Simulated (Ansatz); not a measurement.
**SnNH4Cl (SMILES [NH2][SnH2][Cl]): B2PLYP/def2-SVP (core potential)**

Aim: the vertical ionisation energy of SnNH4Cl at B2PLYP/def2-SVP (core potential), from 2 runs. 

The calculation is run with Ansatz 0.2.0.

59 further runs of the same task are left out: 1 that didn't finish, 58 set aside as unsound or not needed.

## Step 1: Starting point

The species is SnNH4Cl (7 atoms), meant as a singlet with charge 0. As SMILES, `[NH2][SnH2][Cl]`. Geometry: relaxed at PBE0-D4/def2-TZVP. This is one conformer, not always the lowest.

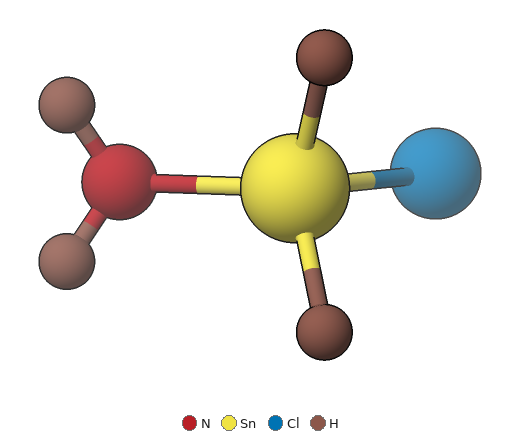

Viewed from a chosen angle; nitrogen red, tin yellow, chlorine blue, hydrogen brown.

## Step 2: The energy at B2PLYP/def2-SVP (core potential)

File in.yaml:

```yaml
crystal:
  periodic: [false, false, false]
  atoms:
    - {symbol: "N", position_ang: [-0.972800, -0.020100, -0.835200]}
    - {symbol: Sn, position_ang: [0.562300, 0.041400, 0.449100]}
    - {symbol: Cl, position_ang: [0.846400, -2.133500, 1.251000]}
    - {symbol: H, position_ang: [-1.803500, 0.485500, -0.566500]}
    - {symbol: H, position_ang: [-0.756400, 0.165200, -1.803000]}
    - {symbol: H, position_ang: [0.172800, 0.976800, 1.814600]}
    - {symbol: H, position_ang: [2.012400, 0.416800, -0.355700]}
basis:
  gaussian: {orbitals: def2-SVP}
hamiltonian: {xc: {name: B2PLYP}}
correlation: {frozen_orbitals: {Cl: 5, H: 0, "N": 1, Sn: 4}}
accuracy: high
output: {orbitals: {seedname: orbitals}}
```

The run is started by

```
$ ansatz run in.yaml --threads 1 --pin off --max-ram 3480MiB --events-out events.jsonl --progress --plain --runs-dir runs
```

The log of the run:

```text
Warning: RAYON_NUM_THREADS=1 ignored (pool sized by the plan → 1); use --threads N
Functional definition: B2PLYP
  name "B2PLYP"
  parameter a = 0.53
  parameter c = 0.27
  exchange = (1 - a)*b88_x + a*exact_x
  correlation = (1 - c)*lyp_c + c*(mp2_os + mp2_ss)
1811 factors; integrals over basis functions are off by at most 3.6e-9 eV
mean field evaluation 1: about -19883.4317 eV, gradient 4.4e1 eV
mean field evaluation 2: about -19883.6343 eV, gradient 4.4e1 eV
mean field evaluation 4: about -19887.7541 eV, gradient 3.6e0 eV
mean field evaluation 8: about -19887.8007 eV, gradient 1.4e-1 eV
mean field evaluation 16: about -19887.8008 eV, gradient 1.3e-4 eV
mean field -19887.80082154 eV, -730.8631997559 hartree, gradient 3.5e-8 eV, S^2 0.000000; 0 other end points of the search recorded, 0 dependent functions left out
10 core orbitals not correlated: weight in the atoms' cores, before any rotation towards them, 1.000 or more for the frozen orbitals, at most 0.000 for the correlated occupied ones
reference -19887.80084692 eV, -730.8632006886 hartree; 15, 15 occupied and 53, 53 virtual orbitals, 1811 factors
second order -14.08522815 eV of doubles, -0.00000000 eV of singles
Total energy: -19891.60385852 eV, -731.0029587872 hartree
```

Wall time 5.1 s (1 thread of AMD EPYC 9R45 (Zen 5), shared host); peak memory 0.27 GiB.

## Step 3: The doublet cation, same level

File input.yaml:

```yaml
crystal:
  periodic: [false, false, false]
  atoms:
    - {symbol: N, position_ang: [-0.972800, -0.020100, -0.835200]}
    - {symbol: Sn, position_ang: [0.562300, 0.041400, 0.449100]}
    - {symbol: Cl, position_ang: [0.846400, -2.133500, 1.251000]}
    - {symbol: H, position_ang: [-1.803500, 0.485500, -0.566500]}
    - {symbol: H, position_ang: [-0.756400, 0.165200, -1.803000]}
    - {symbol: H, position_ang: [0.172800, 0.976800, 1.814600]}
    - {symbol: H, position_ang: [2.012400, 0.416800, -0.355700]}
basis:
  gaussian: {orbitals: def2-SVP}
output: {orbitals: {seedname: orbitals}}
magnetization: {spin_polarized: true, initial_magnetization: 1}
correlation: {frozen_orbitals: {Cl: 5, H: 0, "N": 1, Sn: 4}}
total_charge: 1
hamiltonian: {xc: {name: B2PLYP}}
accuracy: high
```

The run is started by

```
$ ansatz run input.yaml --threads 1 --pin off --max-ram 3480MiB --events-out events.jsonl --progress --plain --runs-dir runs
```

The log of the run, shortened:

```text
Warning: RAYON_NUM_THREADS=1 ignored (pool sized by the plan → 1); use --threads N
[... 2 set-up lines as earlier in the session ...]
[...]
1810 factors; integrals over basis functions are off by at most 3.6e-9 eV
[...]
mean field -19878.52091613 eV, -730.5221695222 hartree, gradient 2.8e-8 eV, S^2 0.756453; 2 other end points of the search recorded, 0 dependent functions left out
10 core orbitals not correlated: weight in the atoms' cores, before any rotation towards them, 1.000 or more for the frozen orbitals, at most 0.000 for the correlated occupied ones
reference -19878.52094112 eV, -730.5221704406 hartree; 15, 14 occupied and 53, 54 virtual orbitals, 1810 factors
second order -12.72966098 eV of doubles, -0.00000000 eV of singles
Total energy: -19881.95794958 eV, -730.6484781720 hartree
```

Wall time 8.4 s (1 thread of AMD EPYC 9R45 (Zen 5), shared host); peak memory 0.5 GiB.

## Step 4: Results

Level: B2PLYP/def2-SVP (core potential), 10 core orbitals frozen.

| quantity | value |
| --- | --- |
| singlet SnNH4Cl: total energy | -731.00296 Eh |
| singlet SnNH4Cl: HOMO energy (SCF part's orbitals) | -8.70 eV |
| singlet SnNH4Cl: LUMO energy (SCF part's orbitals) | 1.20 eV |
| singlet SnNH4Cl: HOMO–LUMO gap (SCF part's orbitals) | 9.90 eV |
| doublet cation: total energy | -730.64848 Eh |
| doublet cation: HOMO energy (SCF part's orbitals) (highest over α and β) | -14.24 eV |
| doublet cation: LUMO energy (SCF part's orbitals) (lowest over α and β) | -10.00 eV |
| doublet cation: ⟨S²⟩ | 0.756 |
| vertical ionisation energy (to the doublet cation) | 9.646 eV |

In words: Removing an electron at fixed nuclei costs 9.65 eV (222 kcal/mol). The negative HOMO energy of the first species, 8.70 eV, lies 0.95 eV below that difference.
